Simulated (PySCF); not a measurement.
Cl₄H₆N₂Sn (SMILES [NH3]->[Sn](<-[NH3])([Cl])([Cl])([Cl])[Cl])

```csv
atom,x (Å),y (Å),z (Å)
Sn,-0.6811,0.0186,-0.6897
N,-0.6482,-0.0308,1.6387
H,-1.6450,0.0536,1.8543
H,-0.1578,0.7552,2.0656
H,-0.3146,-0.9254,1.9991
Cl,-0.4045,0.0643,-3.0497
N,1.6483,-0.0100,-0.6287
H,1.8726,-0.0944,-1.6234
H,2.0449,-0.8117,-0.1386
H,2.0313,0.8708,-0.2838
Cl,-3.0448,0.0413,-0.4403
Cl,-0.3101,2.3729,-0.2951
Cl,-0.3604,-2.3564,-0.3862
```

Geometry: PBE0-D3(BJ)/def2-SVP; core potentials replace the inner electrons of Sn.

Theory: PySCF 2.14.0, PBE0/def2-SVPD, SCF density, gas phase, scalar-relativistic core potentials on the heavy atoms.

Question: Predict the electron density and electron localisation function between the atoms.

Answer: Sn–N (2.33 Å): ρ is about 0.4 e/Å³ halfway; the ELF peaks at about 0.95 in the valence shell of N, 0.6 Å from its nucleus, and drops to about 0.15 between the two atoms.
Sn–Cl (2.38 Å): ρ at the midpoint is about 0.53 e/Å³; the ELF peaks at about 0.85 in the valence shell of Cl, 0.8 Å from its nucleus, and drops to about 0.15 between the two atoms.
N–H (1.02 Å): the density is about 2.9 e/Å³ at the midpoint; the ELF climbs to about 1 towards the hydrogen, as it does in any bond to H; an ordinary covalent bond to hydrogen.

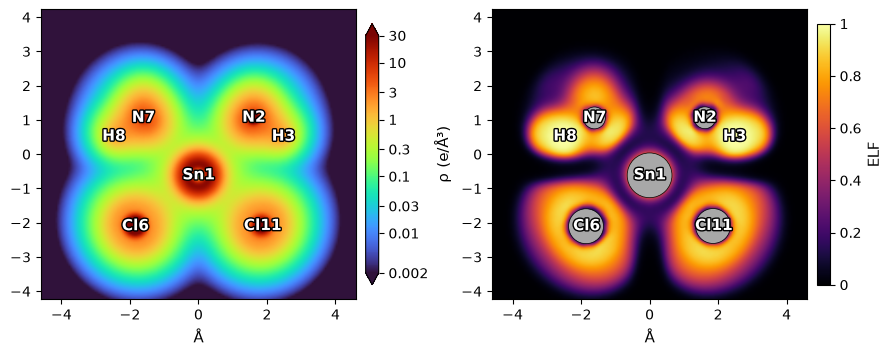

Computed electron density and electron localisation function on the plane of atoms Sn1, N2 and H3, in this order. Grey discs cover the atomic cores in the ELF map. 
